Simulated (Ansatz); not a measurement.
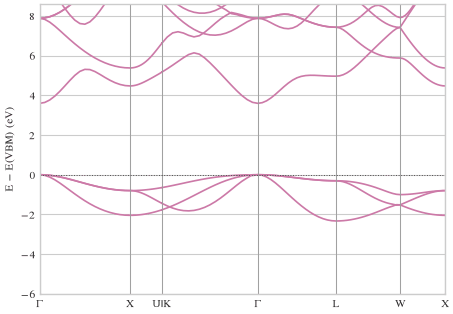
Band structure from the program Ansatz at the PBEsol level (PAW)

Problem. Read off the gap and where the band edges lie.

Solution. About 3.6 eV (3.59 eV by a search for the band edges); maximum at Γ, minimum at Γ.

The material is NaI (rock salt, space group No. 225).

Space group Fm-3m (rock salt). Symmetry was held in the PBEsol relaxation. Spin–orbit coupling is left out wherever it is not named.

Potentials: the later of the program's two PAW sets.
